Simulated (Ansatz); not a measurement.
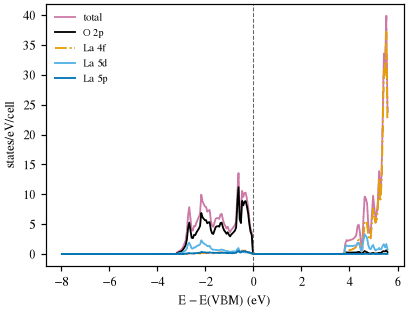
Figure. Total and projected density of states of La2O3 (La2O3 or Ni2Al3 type, space group No. 164), LDA in the plane-wave PAW code Ansatz

### Question
Which orbitals carry the states next to the gap?

### Answer
Top 1 eV of the valence band: O 2p 84 %, La 5d 5 %. Bottom 1 eV of the conduction band: La 4f 45 %, La 5d 44 %, O 2p 7 %. Projections are on Löwdin-orthogonalised atomic valence shells; empty p or d shells of many metals are not among them.

### Question
Where is the tallest occupied peak in this window, and what makes it?

### Answer
Near -0.6 eV, about 14 states/eV per cell; the largest projected share is O 2p.

Space group P-3m1 (La2O3 or Ni2Al3 type). Symmetry was held in the LDA relaxation; phonons on a q-mesh show no instability. Spin–orbit coupling is left out wherever it is not named.

Potentials: the later of the program's two PAW sets.
